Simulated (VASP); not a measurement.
Energy against volume of KF (rock salt). Level of theory: HSE06 screened hybrid, VASP's PBE PAW potentials (set 64) (plane waves; VASP 6.6.1).

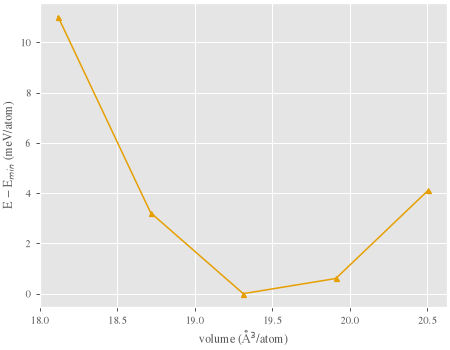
Fig. 1. Energy against volume

### Question
Estimate the equilibrium volume and the bulk modulus.

### Answer
The minimum lies near 19.5 Å³/atom, and the curvature gives B0 of about 30 GPa.

The compound is KF in the rock salt structure. It was relaxed first. The cell's shape comes from a PBE relaxation.
